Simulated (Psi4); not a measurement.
# S2F2 (Difluorodisulfane): MP3/6-311+G(d,p)

Aim: the vertical ionisation energy of S2F2 (Difluorodisulfane) at MP3/6-311+G**, from 2 runs. 

The results are computed with Psi4 1.11.

## Step 1: Starting point

S2F2: 4 atoms, total charge 0, spin state singlet. As SMILES, `FSSF`. The shape is that of a PBE0-D4/def2-TZVP optimisation.

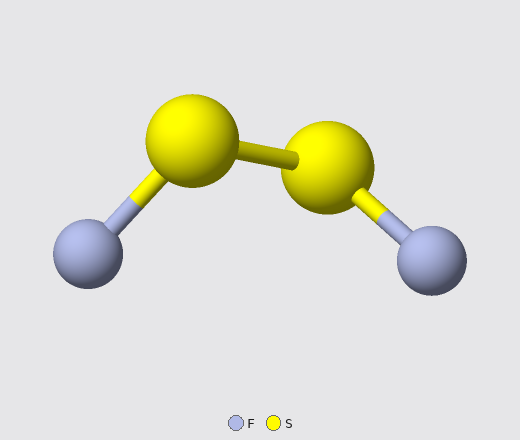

The structure, seen from a chosen angle (fluorine light blue, sulfur yellow).

## Step 2: The energy at MP3/6-311+G(d,p)

Input file f2s2.xyz:

```xyz
4
F2S2
F     -1.783750    -0.199930    -0.621590
S     -0.467670     0.764150    -0.632370
S      1.044990    -0.276390    -0.184720
F      1.206410    -0.287820     1.438680
```

Input file run_ase.py:

```python
import numpy as np
from ase.calculators.psi4 import Psi4
from ase.io import read

atoms = read('f2s2.xyz')
calc = Psi4(atoms=atoms, method='mp3', basis='6-311+G**', memory='1600MB', num_threads=1, charge=0, multiplicity=1, label='f2s2', reference='rhf')
calc.psi4.set_options({'puream': True, 'e_convergence': 1e-09, 'd_convergence': 1e-08, 'scf_type': 'pk', 'num_frozen_docc': 12, 'mp_type': 'conv'})
atoms.calc = calc

print(f'energy: {atoms.get_potential_energy():.6f} eV')
```

Started as:

```
python run_ase.py
```

f2s2.dat, cut to the lines that bear on the results:

```text
[...]
  Running in c1 symmetry.
[...]
  Nuclear repulsion =  230.128319113788450
[...]
  Multiplicity = 1
[...]
  Nalpha       = 25
  Nbeta        = 25
[...]
    Number of basis functions: 104
[...]
   @RHF iter   1:  -993.83338741588761   -2.28821e-01   4.58851e-03 DIIS/ADIIS
[...]
   @RHF iter  12:  -993.92566470136455   -5.34328e-12   5.91448e-09 DIIS
[...]
    Orbital Energies [Eh]
    ---------------------
    Doubly Occupied:
       1A    -92.096911     2A    -92.096907     3A    -26.331974
       4A    -26.331973     5A     -9.093891     6A     -9.093500
       7A     -6.775975     8A     -6.775358     9A     -6.773459
      10A     -6.773040    11A     -6.770954    12A     -6.770948
      13A     -1.634030    14A     -1.629940    15A     -1.142036
      16A     -0.908661    17A     -0.753419    18A     -0.718142
      19A     -0.717630    20A     -0.698315    21A     -0.696947
      22A     -0.633122    23A     -0.519018    24A     -0.448081
      25A     -0.435403
[...]
  @RHF Final Energy:  -993.92566470136455
   => Energetics <=
    Nuclear Repulsion Energy =            230.1283191137884501
    One-Electron Energy =               -1834.8687017281854423
    Two-Electron Energy =                 610.8147179130324957
    Total Energy =                       -993.9256647013645534
[...]
 Multipole Moments:
 ------------------------------------------------------------------------------------
     Multipole            Electronic (a.u.)      Nuclear  (a.u.)        Total (a.u.)
 ------------------------------------------------------------------------------------
 L = 1.  Multiply by 2.5417464519 to convert [e a0] to [Debye]
 Dipole X            :         -0.2754782            0.6946095            0.4191313
 Dipole Y            :         -0.2327454            0.5868381            0.3540927
 Dipole Z            :          0.3899030           -0.9830746           -0.5931716
 Magnitude           :                                                    0.8080255
[...]
	SCS-MP2 Total Energy (a.u.)        :  -994.58403650193452
	SOS-MP2 Total Energy (a.u.)        :  -994.57282614757878
[...]
	SOS-PI-MP2 Total Energy (a.u.)     :  -994.62260779728763
[...]
	MP2 Total Energy (a.u.)            :  -994.60645721064577
[...]
	SCS-MP3 Total Energy (a.u.)        :  -994.58538845098656
[...]
	MP3 Total Energy (a.u.)            :  -994.61186500685380
[...]
```

Standard output:

```text
energy: -27064.767403 eV
```

Run time: 16 s. Hardware: 1 thread of Intel Xeon Platinum 8259CL at 2.50GHz (Skylake/Cascade Lake), shared host; peak memory 0.9 GiB.

## Step 3: The doublet cation

Input file calc.in:

```
memory 1600 mb

molecule mol {
  1 2
  F     -1.783750    -0.199930    -0.621590
  S     -0.467670     0.764150    -0.632370
  S      1.044990    -0.276390    -0.184720
  F      1.206410    -0.287820     1.438680
  units angstrom
  symmetry c1
}

set reference uhf
set puream true
set e_convergence 1e-09
set d_convergence 1e-08
set scf_type pk
set num_frozen_docc 12
set maxiter 100
set mp_type conv

result, w = energy('mp3/6-311+G**', return_wfn=True)
```

Started as:

```
psi4 -n 1 calc.in calc.out
```

calc.out, cut to the lines that bear on the results:

```text
[...]
  Running in c1 symmetry.
[...]
  Nuclear repulsion =  230.128319113788450
[...]
  Multiplicity = 2
[...]
  Nalpha       = 25
  Nbeta        = 24
[...]
    Number of basis functions: 104
[...]
   @UHF iter   1:  -993.37557688250558    2.28989e-01   5.16737e-03 ADIIS/DIIS
[...]
   @UHF iter  24:  -993.52953541944066    1.02318e-11   8.55521e-09 DIIS
[...]
   @S^2 Observed:                8.227186557E-01
[...]
  @UHF Final Energy:  -993.52953541944066
   => Energetics <=
    Nuclear Repulsion Energy =            230.1283191137884501
    One-Electron Energy =               -1820.8079211428475901
    Two-Electron Energy =                 597.1500666096185341
    Total Energy =                       -993.5295354194406627
  UHF NO Occupations:
  HONO-2 :   23  A 1.9982428
  HONO-1 :   24  A 1.9683334
[...]
 Multipole Moments:
 ------------------------------------------------------------------------------------
     Multipole            Electronic (a.u.)      Nuclear  (a.u.)        Total (a.u.)
 ------------------------------------------------------------------------------------
 L = 1.  Multiply by 2.5417464519 to convert [e a0] to [Debye]
 Dipole X            :         -0.1539992            0.6946095            0.5406103
 Dipole Y            :         -0.1301367            0.5868381            0.4567014
 Dipole Z            :          0.2179919           -0.9830746           -0.7650827
 Magnitude           :                                                    1.0422030
[...]
	SCS-MP2 Total Energy (a.u.)        :  -994.18270411743060
	SOS-MP2 Total Energy (a.u.)        :  -994.17150136829684
[...]
	SOS-PI-MP2 Total Energy (a.u.)     :  -994.22088336436263
[...]
	MP2 Total Energy (a.u.)            :  -994.20510961569812
[...]
	SCS-MP3 Total Energy (a.u.)        :  -994.18381010054202
[...]
	MP3 Total Energy (a.u.)            :  -994.20953354814367
[...]
```

Wall time 31 s (1 thread of Intel Xeon Platinum 8259CL at 2.50GHz (Skylake/Cascade Lake), shared host); peak memory 0.9 GiB.

## Step 4: Outcome

At MP3/6-311+G**, 12 core orbitals frozen:

| quantity | value |
| --- | --- |
| singlet S2F2: total energy | -994.61187 Eh |
| singlet S2F2: HOMO energy (Hartree–Fock orbitals) | -11.85 eV |
| singlet S2F2: LUMO energy (Hartree–Fock orbitals) | 1.66 eV |
| singlet S2F2: HOMO–LUMO gap (Hartree–Fock orbitals) | 13.51 eV |
| singlet S2F2: correlation energy (12 core orbitals frozen) | -686.2 mEh |
| doublet cation: total energy | -994.20953 Eh |
| doublet cation: HOMO energy (Hartree–Fock orbitals) (highest over α and β) | -18.22 eV |
| doublet cation: LUMO energy (Hartree–Fock orbitals) (lowest over α and β) | -9.76 eV |
| doublet cation: correlation energy (12 core orbitals frozen) | -680.0 mEh |
| doublet cation: ⟨S²⟩ of the reference determinant | 0.823 |
| vertical ionisation energy (to the doublet cation) | 10.948 eV |

What this shows: Removing an electron at fixed nuclei costs 10.95 eV (252 kcal/mol).
